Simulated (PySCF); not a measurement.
C$_{4}$H$_{6}$FNSi (SMILES N#CC1(F)C[SiH2]C1)

```xyz
13

N     2.4836    1.1773    1.1971
C     1.7747    0.5885    0.5211
C     0.8319   -0.1374   -0.3027
F     1.5293   -0.8108   -1.2948
C    -0.2481    0.7978   -0.8857
Si   -1.5664    0.0440    0.2823
C    -0.0430   -1.0890    0.5399
H     0.0018    1.8529   -0.7991
H    -0.3887    0.5761   -1.9419
H    -2.7238   -0.5684   -0.3594
H    -1.8930    0.8787    1.4333
H    -0.1021   -2.0575    0.0469
H     0.3395   -1.2516    1.5452
```

Geometry: GFN2-xTB.

Level of theory: PySCF, PBE0/pcSseg-1, SCF density, gas phase, non-relativistic.

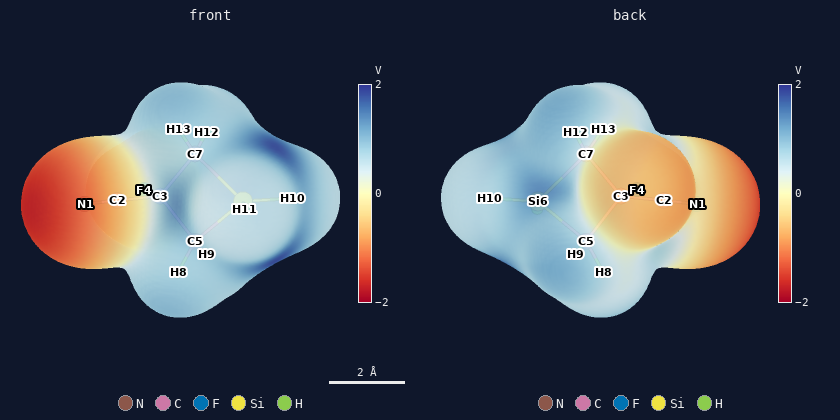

Figure 1. The electrostatic potential painted on the density surface at 0.002 e/bohr³, seen from the front and from behind; the colour scale runs from red (negative) to blue (positive).

Question: Which sites attract a positive test charge, and which a negative one?

Answer: A positive charge is drawn to the negative regions and a negative charge to the positive ones. The most negative region (about −1.7 V) lies over N1, the most positive (about +1.8 V) over Si6. N1 is the likeliest acceptor of a hydrogen bond.

Question: How polar is the molecule by this calculation?

Answer: Its dipole moment is 4.12 D.

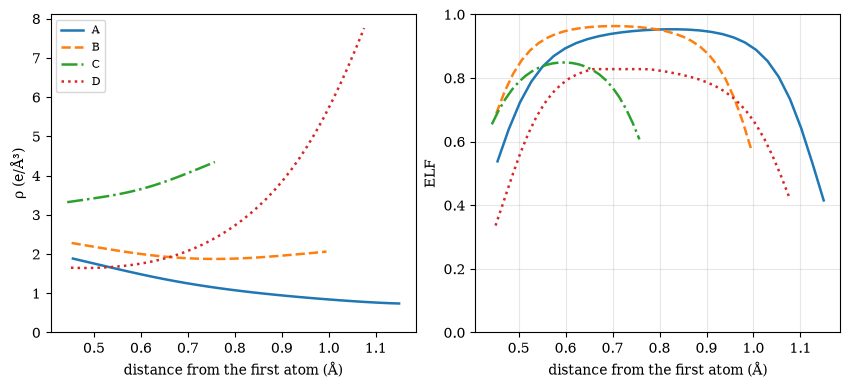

Figure 2. Total electron density and ELF along straight lines between neighbouring atoms. The curves leave out the atomic cores.

Question: Which curve belongs to which contact (C–C, C–F, C–N and C–Si)? The first atom named is at distance zero.

Answer: Curve A: C–Si (1.92 Å): the density is about 0.88 e/Å³ at the midpoint; the ELF peaks at about 0.95 between the atoms: localised, covalent bonding. Curve B: C–C (1.45 Å): ρ at the midpoint is about 1.9 e/Å³; the ELF peaks at about 0.95 between the atoms; localised, covalent bonding. Curve C: C–N (1.14 Å): ρ is about 3.6 e/Å³ halfway; the ELF peaks at about 0.85 between the atoms (a short, multiple covalent bond). Curve D: C–F (1.39 Å): ρ at the midpoint is about 2.1 e/Å³, with its minimum of 1.6 e/Å³ about 0.5 Å from C; the ELF peaks at about 0.85 between the atoms: a polar covalent bond.
